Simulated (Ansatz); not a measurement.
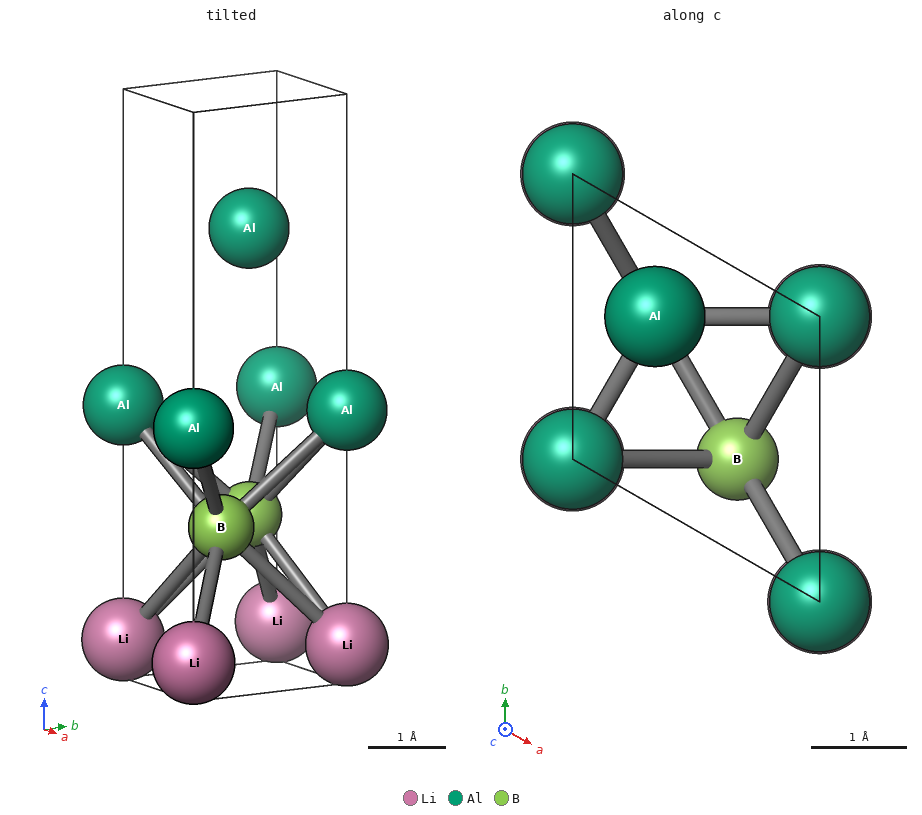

Ball-and-stick drawing of the structure, looking slightly off an axis and along the c axis. The lines enclose the conventional unit cell; boundary atoms appear with their images.

LiAl₂B₂, space group P3m1 (No. 156), a = 3.003 Å, b = 3.003 Å, c = 7.778 Å, α = 90.00°, β = 90.00°, γ = 120.00°. The initial geometry was a structure type filled with these elements by a generator (whether the compound takes this form wasn't checked). Earlier steps of the study may have refined or changed the cell and positions. A calculation with Ansatz used it as input.

This one geometry was computed with Ansatz (DFT, plane waves, PAW) at three levels of theory: PBE, PBEsol and r2SCAN.

Which level gives the highest pressure at this volume, and what does that say about its equilibrium volume?

Highest: PBE (0.0 GPa), which points to the largest equilibrium volume. Lowest, with the smallest volume: PBEsol (-1.5 GPa) and r2SCAN (-1.7 GPa). Levels within 0.5 GPa of each other can't be told apart.

How does the band gap change with the level of theory?

All levels give a metal.

Collect the results in a table.

| level | cutoff (eV) | k-mesh of the run's cell | gap (eV) | pressure (GPa) |
| --- | --- | --- | --- | --- |
| PBE | 420 | 12×12×6 | metal | 0.0 |
| PBEsol | 420 | 12×12×6 | metal | -1.5 |
| r2SCAN | 500 | 12×12×6 | metal | -1.7 |

Gaps are taken on the k-mesh or band path of each run.
